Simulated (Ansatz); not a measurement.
Results of r²SCAN+rVV10 (Ansatz, a first-principles code, PAW) for hcp Tl.

Settings: plane-wave cutoff 560 eV, 18×18×10 k mesh (along the axes of the cell as run), Fermi–Dirac smearing 0.05 eV, scalar-relativistic PAW data made under PBE.

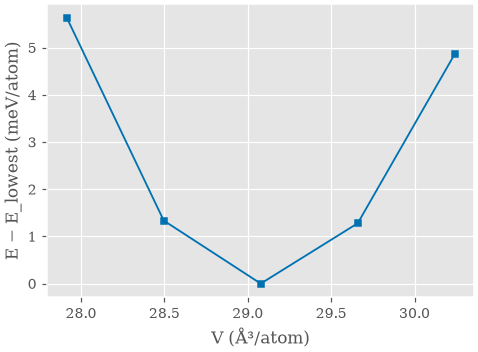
Figure. Total energy against volume

Q: From the curve, estimate the equilibrium volume and the bulk modulus.

A: V0 ≈ 29.1 Å³/atom and B0 ≈ 36 GPa; the fit gives V0 = 29.072 Å³/atom, B0 = 36.0 GPa, B′ = 5.3.

Shape and atoms are relaxed at each volume.

Measured, for comparison: bulk modulus 37.4 GPa (copied from a table, unchecked, extrapolated to 0 K and zero-point effects removed; as tabulated in Lejaeghere et al. (2013), arXiv:1204.2733). Computed (rounded) less measured: bulk modulus not scored (unchecked).

Note: the bulk modulus comes from volumes at which shape and atoms were relaxed.

Spin–orbit coupling is not included; it can shift volumes and moduli of such heavy elements.

Computed values are for the static lattice.
